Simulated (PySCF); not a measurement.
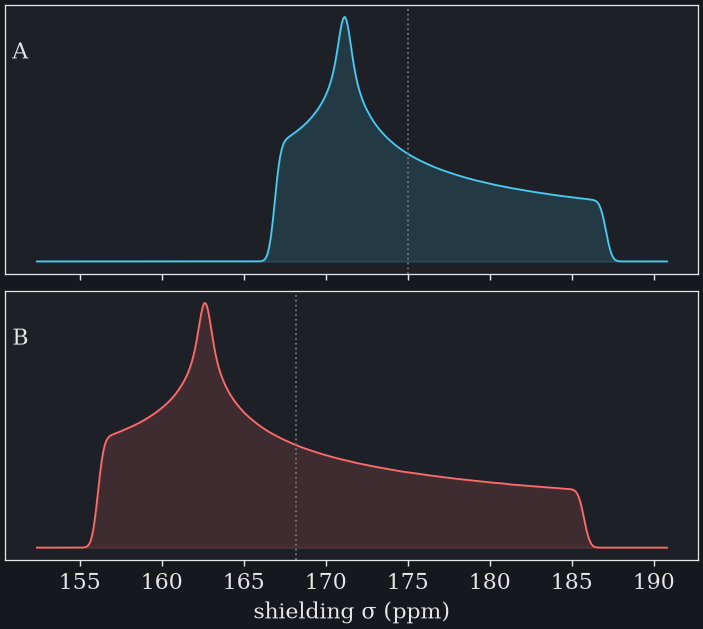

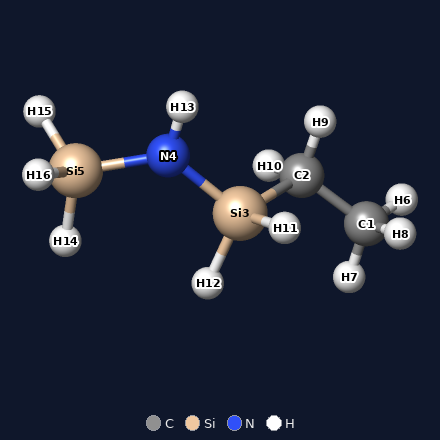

Static powder patterns (¹³C) from GIAO shielding tensors of C₂H₁₁NSi₂, SMILES CC[SiH2]N[SiH3], KT2/pcSseg-2 with PySCF 2.14.0, at a PBE0-D3(BJ)/def2-SVP geometry (no frequency check); absolute shielding, one fixed geometry of the isolated molecule without any motion, no dipolar terms. The dotted line is the isotropic value; skew is 3(σiso − σ22)/span.

The patterns belong to C1 and C2, from the top. Give the principal values, span and skew.

Answer. C1: σ11, σ22, σ33 = 167, 171, 187 ppm, isotropic 175, span 20 ppm, skew 0.58; C2: σ11, σ22, σ33 = 156, 163, 186 ppm, isotropic 168, span 30 ppm, skew 0.56.

Known limits of this run: one conformer of a flexible molecule.
